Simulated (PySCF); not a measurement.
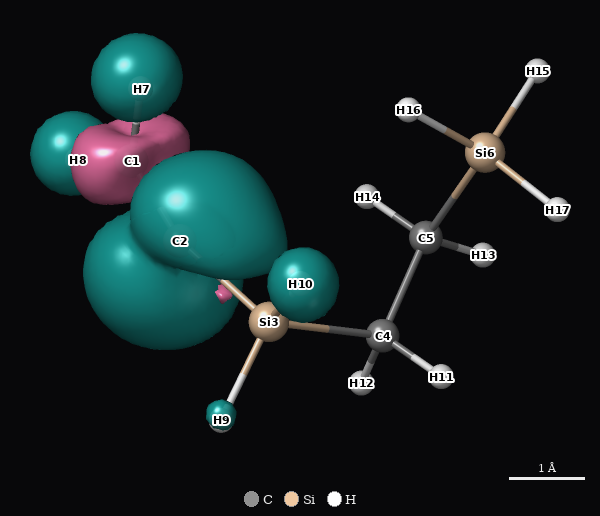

*C4H11Si2 (doublet). Isosurfaces of the spin density (α minus β) at +0.02 (teal) and −0.02 e/Å³ (pink), seen across its widest extent.*

Geometry: GFN2-xTB.

Method: UKS B3LYP, pcH-1 on C H Si, non-relativistic, mean-field spin-orbit, GIAO in PySCF 2.14.0, density-fitted response routines.

```xyz
17

C     2.8039    0.4364    0.8232
C     2.1046    0.1310   -0.2183
Si    0.7764    0.2060   -1.4767
C    -0.5177   -1.1006   -0.9801
C    -0.9870   -1.0369    0.4734
Si   -1.9864    0.5108    0.9362
H     2.6034    1.2993    1.4567
H     3.6568   -0.1501    1.1506
H     1.3643   -0.1524   -2.7765
H     0.1358    1.5276   -1.5999
H    -1.3839   -1.0130   -1.6397
H    -0.0954   -2.0920   -1.1682
H    -1.6048   -1.9167    0.6820
H    -0.1172   -1.1173    1.1305
H    -2.5492    0.3199    2.2762
H    -1.1308    1.6995    0.9423
H    -3.0798    0.7003   -0.0216
```

**Where is the unpaired spin?**

The unpaired spin (1 electron) lies mostly on C2 (about 0.7) and Si3 (about 0.1), in electrons by Hirshfeld's partition.
